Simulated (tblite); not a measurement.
Frequency calculation of C₅H₁₅AsOSi

The run: frequency calculation of C₅H₁₅AsOSi. Method and program: GFN2-xTB harmonic vibrations, gas phase (tblite 0.8.0).

It belongs to a series of runs on one base structure; here: H on C replaced by OiPr.

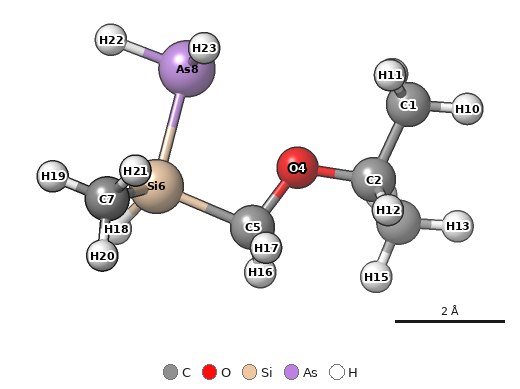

Fig. 1: The structure as given in the input (ball-and-stick view, seen at a tilt; atoms are numbered from 1 in the order of the input). Bond lengths as drawn: As–H 1.50 to 1.51 Å, As–Si 2.32 Å, C–C 1.52 to 1.53 Å, C–H 1.09 to 1.10 Å, C–O 1.42 Å, C–Si 1.91 to 1.92 Å and H–Si 1.48 Å.

**Input**
```
{"job": {"kind": "ir", "xc": "GFN2-xTB", "basis": "xTB"}, "charge": 0, "multiplicity": 1}
C     -2.467033     1.252417    -0.372817
C     -1.837732    -0.133967    -0.291249
C     -2.590192    -1.020342     0.702587
O     -0.491876     0.068836     0.097725
C      0.408935    -1.004414    -0.101821
Si     2.075287    -0.283671     0.537632
C      3.382579    -0.369619    -0.853621
As     1.344627     1.824975     1.188334
H     -2.408393     1.728214     0.603467
H     -3.505998     1.184230    -0.681506
H     -1.920301     1.865427    -1.085140
H     -1.851803    -0.609488    -1.287244
H     -3.637681    -1.084392     0.421764
H     -2.513106    -0.592738     1.699759
H     -2.176890    -2.026241     0.720609
H      0.100916    -1.887542     0.466676
H      0.429749    -1.286296    -1.162226
H      2.552003    -1.156424     1.634961
H      4.330526     0.026778    -0.501066
H      3.556088    -1.386020    -1.194995
H      3.078263     0.223302    -1.712915
H      2.741969     2.361715     1.399377
H      1.395311     2.332247    -0.218212
```

The first line tells a small driver script what to run in tblite; the rest is the geometry in Å.

Launch command:
```bash
OMP_NUM_THREADS=1 python <driver script> task.json out
```

**Log**
```
mode    cm-1     km/mol
  1      20.4      0.06
  2      42.5      0.02
  3      79.1      0.49
  4      98.1      2.93
  5     117.5      0.33
  6     124.7      1.98
  7     160.9      0.87
  8     174.0      0.78
  9     176.9      4.02
 10     191.5      1.33
 11     215.8      1.22
 12     293.1      8.03
 13     355.2      1.58
 14     381.3      5.62
 15     439.2      5.93
 16     485.1      2.60
 17     570.9    161.70
 18     619.4     90.68
 19     654.1      2.53
 20     673.5     23.54
 21     706.6     47.12
 22     742.7     22.12
 23     799.5     59.40
 24     816.0    172.25
 25     826.7     87.37
 26     873.9     10.43
 27     938.1      1.55
 28     946.2     12.89
 29     970.3      1.91
 30    1014.0    158.59
 31    1063.9     29.61
 32    1136.3     30.31
 33    1157.8     78.59
 34    1173.1     10.07
 35    1192.7     13.32
 36    1263.8      7.33
 37    1315.0     11.84
 38    1326.7     34.38
 39    1360.2      7.57
 40    1392.1     12.62
 41    1403.7     13.12
 42    1470.6      2.21
 43    1479.6      1.72
 44    1482.8      1.41
 45    1485.4      1.09
 46    1488.9      2.74
 47    1492.9      1.77
 48    1500.8      6.14
 49    1859.1    743.17
 50    1944.4    520.99
 51    2093.8    431.50
 52    2825.9     71.77
 53    2870.6     72.83
 54    2912.7     46.94
 55    3020.7     24.75
 56    3031.2     15.09
 57    3034.0     15.71
 58    3035.2     24.24
 59    3037.0     28.31
 60    3039.4     38.42
 61    3039.9     20.74
 62    3045.2      4.47
 63    3050.5     76.62
```

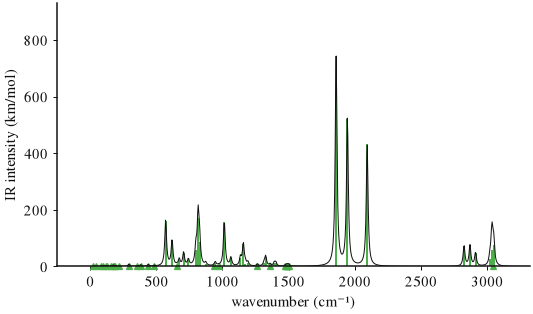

Fig. 2: Harmonic infrared spectrum, unscaled: sticks (degenerate modes added up, dark ones marked on the axis) with a Lorentzian envelope of 16 cm⁻¹ full width, scaled to the tallest stick. 63 modes from 20 to 3050 cm⁻¹, none imaginary. The strongest line is at 1859 cm⁻¹ (743 km/mol).

**Summary**

```tsv
quantity	value
outcome	converged
total energy	−721.4193 eV
zero-point energy	115.1280 kcal/mol
hardware	1 CPU thread, shared host
wall time	2 s
peak memory	0.18 GiB
```
